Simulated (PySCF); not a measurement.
# Cl3H3NPb (Pb(Cl)3(NH3)+): the cost of one run

The runs use PySCF 2.14.0; PBE0, Pb def2-SVP with ECP60, Cl def2-SVP, N def2-SVP, H def2-SVP; scalar-relativistic core potentials, no spin–orbit coupling.

1 further run of the same task is left out (for a known fault of the program).

## (1) The system as given

8 atoms, charge 1, spin multiplicity 1.

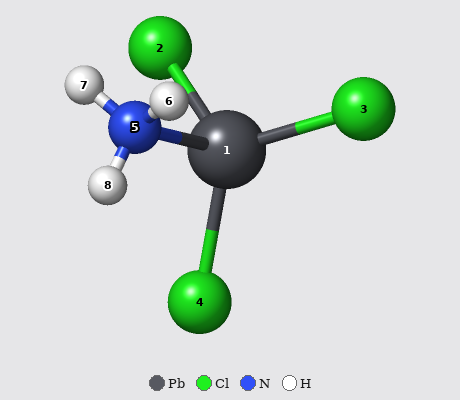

The structure; lead dark grey, chlorine green, nitrogen blue, hydrogen white; atoms are numbered from 1 in the order of the file.

As a file:

```xyz
8
Cl3H3NPb
Pb    0.0022   -0.0022    0.0022
Cl    1.3385    1.6983    1.0003
Cl   -1.6983   -1.0003    1.3385
Cl    1.0003   -1.3385   -1.6983
N    -1.3566    1.3566   -1.3566
H    -2.3385    1.3104   -1.0615
H    -1.0615    2.3385   -1.3104
H    -1.3104    1.0615   -2.3385
```

Formal oxidation states: Pb +4. An earlier session relaxed this geometry at PBE0, Pb def2-SVP with ECP60, Cl def2-SVP, N def2-SVP, H def2-SVP (singlet, point group C3).

Its energy there is -1628.854066 Eh.

## (2) One electron removed, multiplicity 2

File run.py (the lines that set the calculation):

```python
mol = gto.M(atom='''
Pb     0.00221    -0.00221     0.00221
Cl     1.33850     1.69826     1.00033
Cl    -1.69826    -1.00033     1.33850
Cl     1.00033    -1.33850    -1.69826
N     -1.35663     1.35663    -1.35663
H     -2.33846     1.31041    -1.06147
H     -1.06147     2.33846    -1.31041
H     -1.31041     1.06147    -2.33846''',
    basis={'Pb': 'def2-SVP', 'Cl': 'def2-SVP', 'N': 'def2-SVP', 'H': 'def2-SVP'},
    ecp={'Pb': 'def2-SVP'},
    charge=2, spin=1)
mf = dft.UKS(mol, xc='PBE0')
mf.grids.atom_grid = (50, 194)
mf = mf.density_fit()  # fitting sets: Pb def2-universal-JKFIT, Cl def2-universal-JKFIT, N def2-universal-JKFIT, H def2-universal-JKFIT
mf.conv_tol = 1e-08; mf.max_cycle = 55
mf.kernel(dm0)  # dm0: the density of the relaxed state
```

Launch:

```
OMP_NUM_THREADS=2 python run.py
```

**Question.** How long does this run take on 2 threads of Intel Xeon Platinum 8259CL at 2.50GHz (Skylake/Cascade Lake), shared host?

About 7.8 s.
